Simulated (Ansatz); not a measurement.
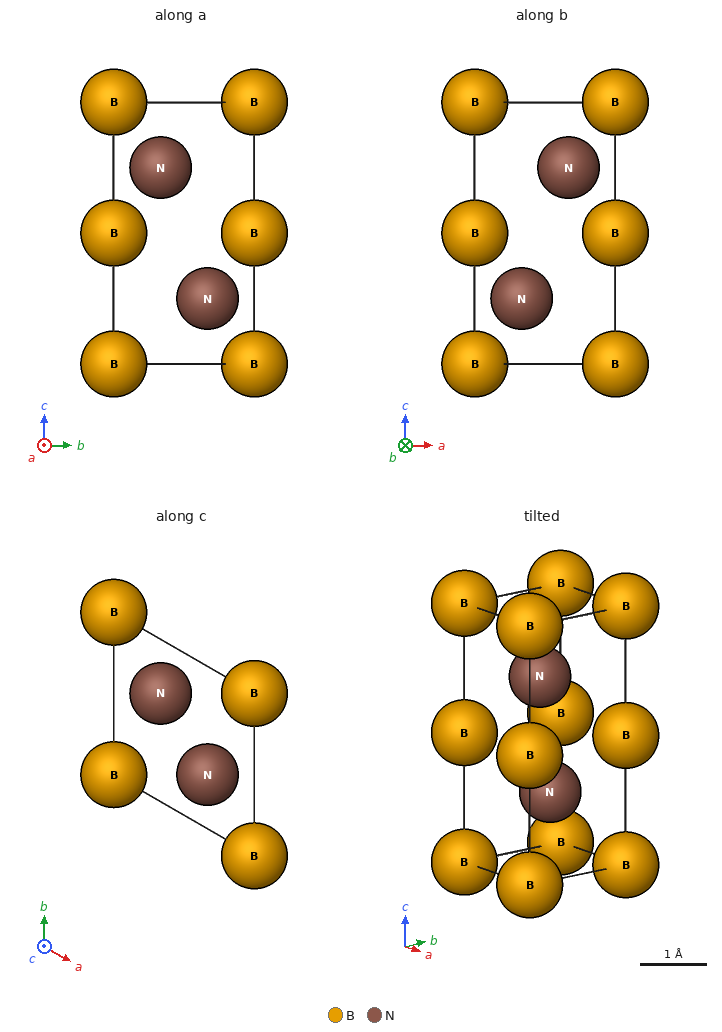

Shown here is a spheres-only view of the crystal, taken along the a axis, along the b axis, along the c axis and slightly off an axis. Lines trace the edges of the conventional unit cell.

Lattice parameters: a = 2.471 Å, b = 2.471 Å, c = 3.986 Å, α = 90.00°, β = 90.00°, γ = 120.00°.

**Convert the drawing into a table of Wyckoff sites.**

Space group P6_3/mmc (No. 194).
```csv
atom,site,x,y,z
B,2a,0.0000,0.0000,0.0000
N,2c,0.3333,0.6667,0.2500
```

The cell started as a structure type filled with these elements by a generator (whether the compound takes this form wasn't checked). Relaxation method: DFT, HSE06, plane waves, PAW (Ansatz).
